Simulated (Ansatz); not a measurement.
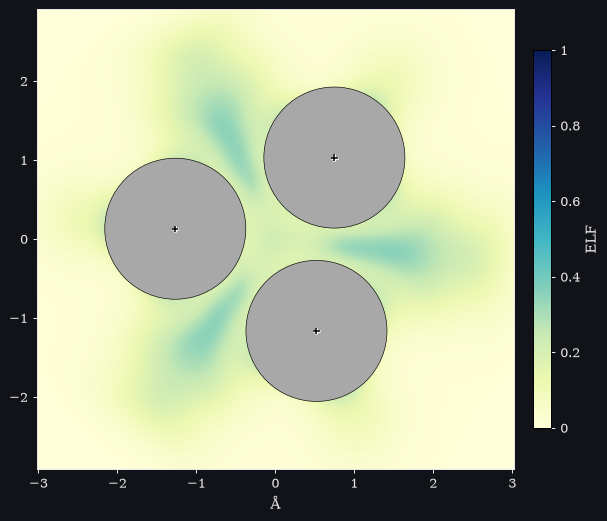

The electron localisation function on a plane through atoms (crosses mark nuclei in the plane; grey discs cover the cores).

Computed with Ansatz 0.2.0, RKS PBE0-D4/def2-TZVP.

Candidates:
A. C6H20O2Si3
B. Ni3

> Which system is this?

Candidate B: Ni3 on the molecular plane, which holds Ni. Ni–Ni (2.21 Å): the ELF is about 0.25 at the midpoint.
